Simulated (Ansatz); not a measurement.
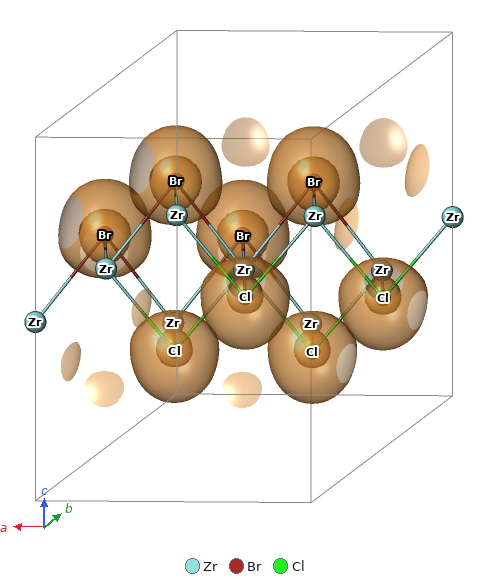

Figure. ZrBrCl. Isosurface of the electron localisation function at 0.75 (orange), seen at an oblique angle. Core shells and regions of very low density are left out. Sticks mark near contacts.

A structure generated by program, which may or may not match a known phase.

These are results of DFT PBE, scalar-relativistic, plane waves, PAW in Ansatz 0.2.0, not measurements.

Core electrons are frozen (PAW), and the valence fields are smoothed inside the atomic spheres.

```
Zr Br Cl
1.0
     3.41995    0.00000    0.00000
    -1.70997    2.96176    0.00000
     0.00000    0.00000   31.19271
Zr Br Cl
1 1 1
Direct
  0.00000 0.00000 0.26954
  0.66667 0.33333 0.33159
  0.33333 0.66667 0.21291
```

Q: Describe the localisation domains.

A: At this value the surface marks out one region wrapped around Br (its valence shell) and one region wrapped around Cl (its valence shell), counted in one cell of 3 atoms. Counts are for one cell; the picture repeats the cell along the surface. Profiles from the grid: Zr–Cl (2.65 Å): the ELF peaks at about 0.85 in the valence shell of Cl, 0.8 Å from its nucleus, and is about 0.20 at the midpoint (no localised pair shows between them). Zr–Br (2.76 Å): the ELF is about 0.30 at the midpoint; no localised pair shows between them.

Q: Does the calculation make it a metal, or give it a gap?

A: It is gapless in this calculation (a metal or semimetal).
